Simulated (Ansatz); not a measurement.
## Electronic structure of C3H8BrGa in real space

Input file:

```
crystal:
  periodic: [false, false, false]
  atoms:
    - {symbol: C, position_ang: [1.035668, 1.848750, -1.414521]}
    - {symbol: C, position_ang: [-0.598486, -0.904375, 0.013368]}
    - {symbol: C, position_ang: [-0.000404, -2.289302, -0.081845]}
    - {symbol: Br, position_ang: [1.894358, -2.150077, -0.817900]}
    - {symbol: Ga, position_ang: [0.049769, 0.137696, -1.595513]}
    - {symbol: H, position_ang: [1.842993, 1.901593, -2.152512]}
    - {symbol: H, position_ang: [0.353548, 2.686016, -1.609780]}
    - {symbol: H, position_ang: [1.458934, 1.975150, -0.413823]}
    - {symbol: H, position_ang: [-0.415937, -0.409827, -3.012157]}
    - {symbol: H, position_ang: [-1.693380, -0.986174, 0.023046]}
    - {symbol: H, position_ang: [-0.282828, -0.406288, 0.935502]}
    - {symbol: H, position_ang: [0.136262, -2.825130, 0.858779]}
    - {symbol: H, position_ang: [-0.501036, -2.927934, -0.809212]}
basis:
  gaussian:
    orbitals: def2-SVPD
output: {forces: true, orbitals: {seedname: orbitals}}
hamiltonian:
  xc: {name: PBE0}
```

Command:

```sh
ansatz run input.yaml --threads 2 --pin off --max-ram 4350MiB --events-out events.jsonl --progress --plain --runs-dir runs
```

Geometry: B3LYP/6-31G*.

Level of theory: isolated molecule in a Gaussian basis; Kohn-Sham density functional theory, functional PBE0 in Ansatz.

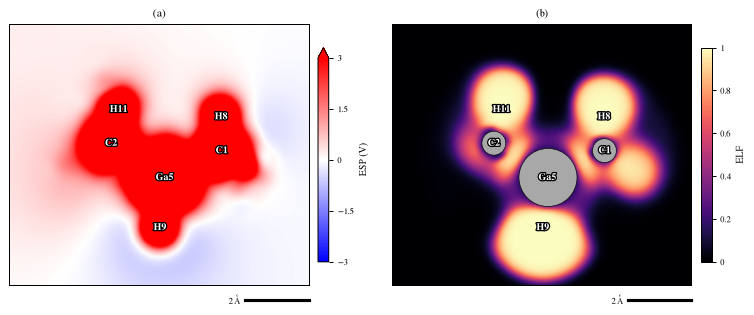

Figure 1. (a) molecular electrostatic potential; (b) ELF on the plane of atoms C2, Ga5 and H9. Grey discs cover the atomic cores in the ELF map.

> Interpret the plot.

Atoms in the plane: C, Ga and H.
C–Ga (1.98 Å): the ELF peaks at about 0.90 in the valence shell of C, 0.7 Å from its nucleus, and is about 0.60 at the midpoint.
C–H (1.09 Å): the ELF climbs to about 1 towards the hydrogen, as it does in any bond to H; a covalent bond by its length.
C–Ga (2.02 Å): the ELF peaks at about 0.95 in the valence shell of C, 0.7 Å from its nucleus, and is about 0.60 at the midpoint.
Ga–H (1.59 Å): the ELF climbs to about 1 towards the hydrogen.
Outside the dense part of the molecule the potential is most negative (−0.6 V) near H9.

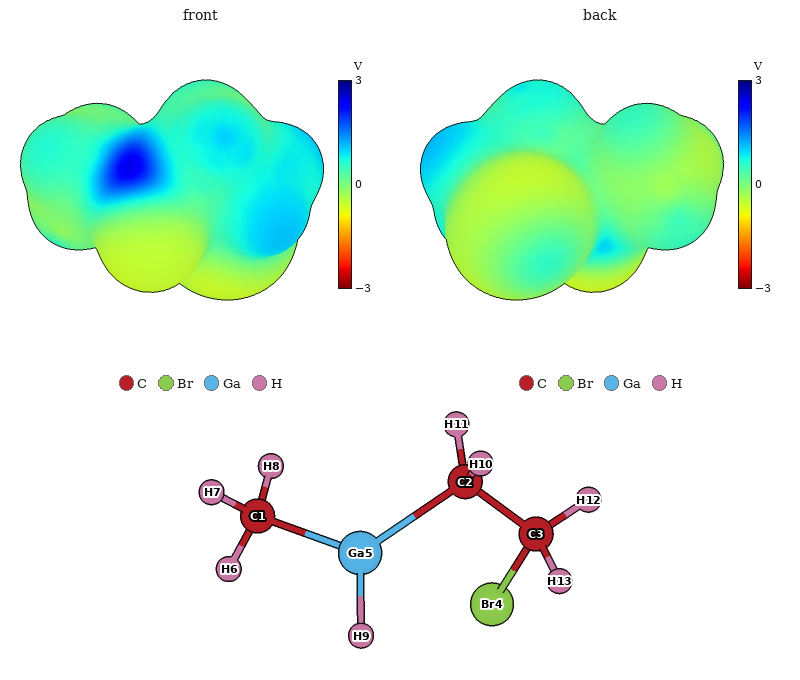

Figure 2. The electrostatic potential painted on the density surface at 0.002 e/bohr³, seen from the front and from behind; red is negative and blue positive. The bare structure is drawn below in the same view.

> Which sites attract a positive test charge, and which a negative one?

A positive charge is drawn to the negative regions and a negative charge to the positive ones. The most negative region (about −0.6 V) lies over Br4 and H9, the most positive (about +2.2 V) over Ga5. Br4 shows a σ-hole: about +0.5 V at the tip opposite its bond, against about −0.4 V on its flanks.

> What dipole moment does the calculation give?

Its dipole moment is 1.96 D.

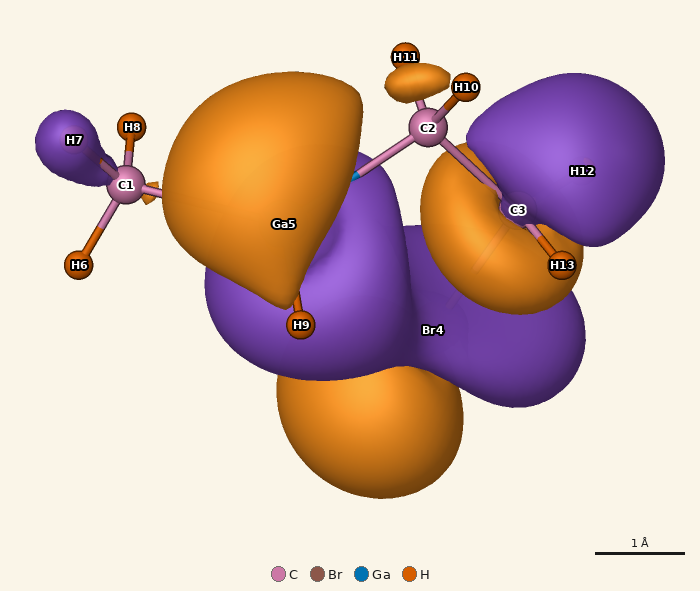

Figure 3. The LUMO at ±0.08 Å⁻³ᐟ² (orange and purple are the two phases), seen across its widest extent.

> Where does this orbital lie, and at what energy?

By Hirshfeld shares it lies mainly on Br4 (about 35 %), C3 (about 25 %) and Ga5 (about 25 %). Its energy is −0.98 eV.
